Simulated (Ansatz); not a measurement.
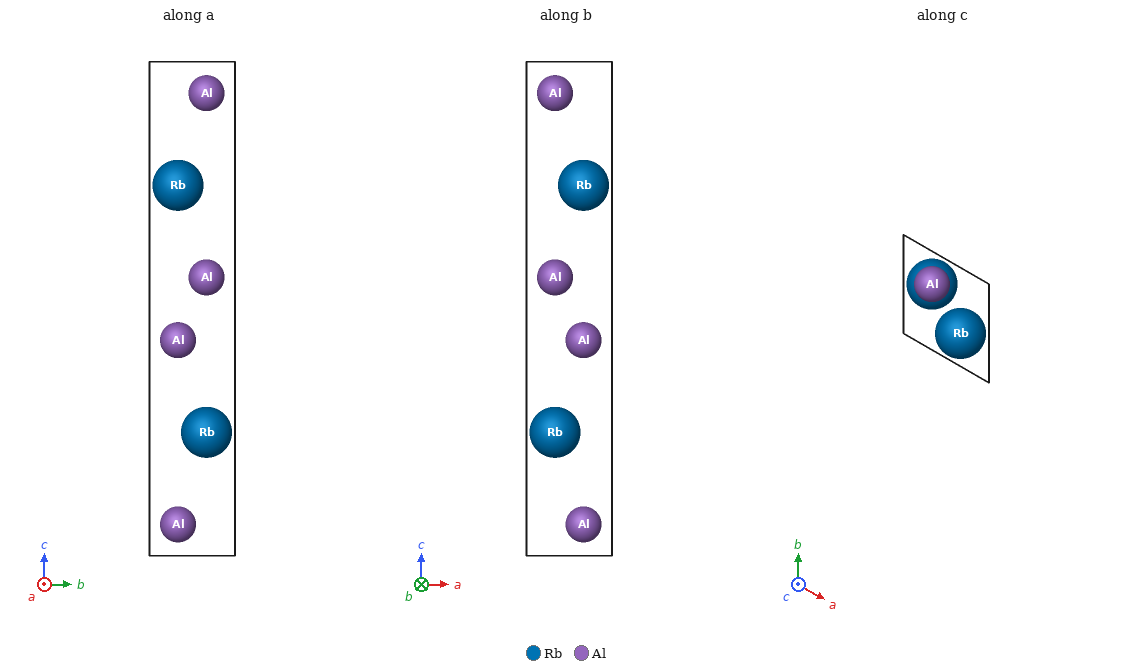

The figure gives a spheres-only picture of the atoms, viewed along the a axis, along the b axis and along the c axis. The edges of the conventional unit cell are marked.

Lattice parameters: a = 3.320 Å, b = 3.320 Å, c = 16.616 Å, α = 90.00°, β = 90.00°, γ = 120.00°. Put a along x and b in the xy plane.

Give the structure in the form of a POSCAR file, with free fractional coordinates to two decimals.

Answer.
```
Rb Al
1.0
     3.320    0.000    0.000
    -1.660    2.875    0.000
     0.000    0.000   16.616
Rb Al
2 4
Direct
  0.3333 0.6667 0.25
  0.6667 0.3333 0.75
  0.3333 0.6667 0.56
  0.6667 0.3333 0.06
  0.3333 0.6667 0.94
  0.6667 0.3333 0.44
```

Origin of the cell: a structure type filled with these elements by a generator (whether the compound takes this form wasn't checked). Atoms and cell were optimised with DFT PBE, scalar-relativistic, plane waves, PAW in Ansatz 0.2.0.
